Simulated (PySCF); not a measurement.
**C5H5F3Si (SMILES C#CC(=C)[SiH2]C(F)(F)F): density, localisation and related maps**

```json
{"atom": "C", "x (Å)": "3.0863", "y (Å)": "-0.4866", "z (Å)": "-1.1187"}
{"atom": "C", "x (Å)": "2.0665", "y (Å)": "-0.1779", "z (Å)": "-0.5652"}
{"atom": "C", "x (Å)": "0.8497", "y (Å)": "0.1668", "z (Å)": "0.0711"}
{"atom": "C", "x (Å)": "0.8474", "y (Å)": "0.9940", "z (Å)": "1.1225"}
{"atom": "Si", "x (Å)": "-0.6901", "y (Å)": "-0.6228", "z (Å)": "-0.6841"}
{"atom": "C", "x (Å)": "-2.2277", "y (Å)": "-0.0133", "z (Å)": "0.3486"}
{"atom": "F", "x (Å)": "-3.3762", "y (Å)": "-0.5359", "z (Å)": "-0.1262"}
{"atom": "F", "x (Å)": "-2.1746", "y (Å)": "-0.3581", "z (Å)": "1.6523"}
{"atom": "F", "x (Å)": "-2.3938", "y (Å)": "1.3258", "z (Å)": "0.3270"}
{"atom": "H", "x (Å)": "3.9861", "y (Å)": "-0.7435", "z (Å)": "-1.5934"}
{"atom": "H", "x (Å)": "-0.0590", "y (Å)": "1.2757", "z (Å)": "1.6293"}
{"atom": "H", "x (Å)": "1.7629", "y (Å)": "1.4149", "z (Å)": "1.5079"}
{"atom": "H", "x (Å)": "-0.7143", "y (Å)": "-2.0785", "z (Å)": "-0.5490"}
{"atom": "H", "x (Å)": "-0.9639", "y (Å)": "-0.1611", "z (Å)": "-2.0443"}
```

Geometry: GFN2-xTB.

All numbers below come from PBE0/pcSseg-1, SCF density, gas phase, non-relativistic (PySCF 2.14.0).

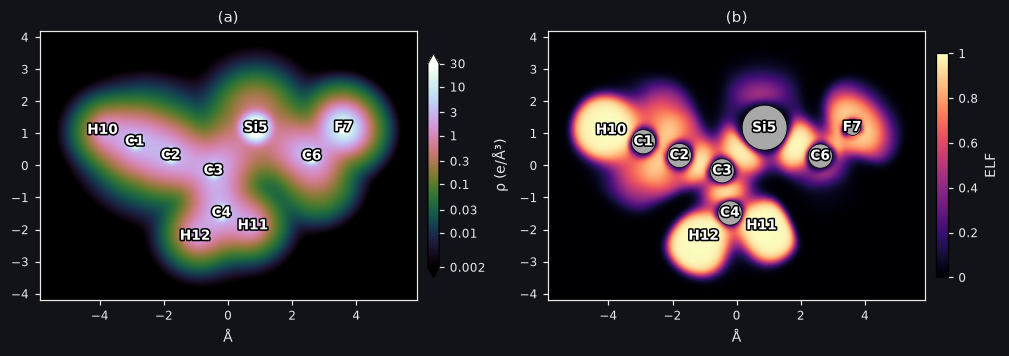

Figure 1. (a) electron density; (b) ELF on the plane of atoms C3, Si5 and C6. Grey discs cover the atomic cores in the ELF map.

Q: What do the fields say about this system?

A: The section cuts through C, Si, F and H sites. C–C (1.20 Å): ρ is about 2.7 e/Å³ halfway; the ELF peaks at about 0.85 between the atoms; a short, multiple covalent bond. C–F (1.35 Å): ρ at the midpoint is about 2.3 e/Å³, with its minimum of 1.9 e/Å³ about 0.5 Å from C; the ELF peaks at about 0.85 between the atoms: a shared but strongly polarised pair. C–Si (1.89 Å): ρ at the midpoint is about 0.93 e/Å³; the ELF peaks at about 0.95 between the atoms (a shared electron pair). C–H (1.05 Å): ρ is about 2.1 e/Å³ halfway; the ELF climbs to about 1 towards the hydrogen, as it does in any bond to H: a covalent bond by its length. C–C (1.34 Å): the density is about 2.2 e/Å³ at the midpoint; the ELF peaks at about 0.90 between the atoms (a short, multiple covalent bond). The ELF also peaks beside F7, away from the bonds: lone-pair regions.

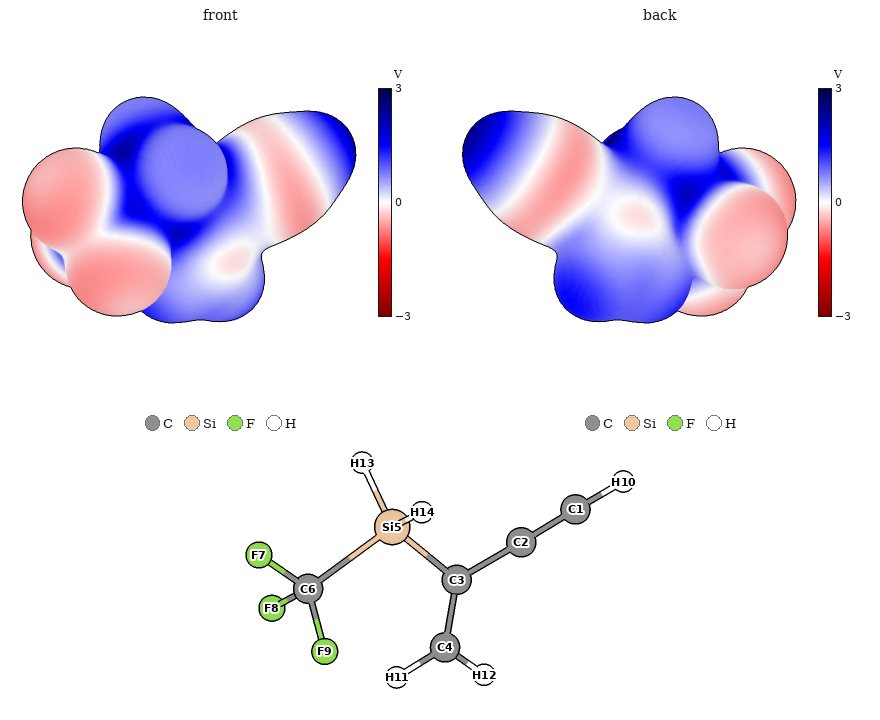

Figure 2. The electrostatic potential painted on the density surface at 0.004 e/bohr³, seen from the front and from behind; the colour scale runs from red (negative) to blue (positive). The bare structure is drawn below in the same view.

Q: Where is the surface potential most negative and most positive?

A: The most negative region (about −0.7 V, or −16 kcal/mol for a unit charge) lies over F7, F8 and F9, the most positive (about +2.4 V, or +55 kcal/mol for a unit charge) over Si5 and H10.

Q: How polar is the molecule by this calculation?

A: Its dipole moment is 2.34 D.
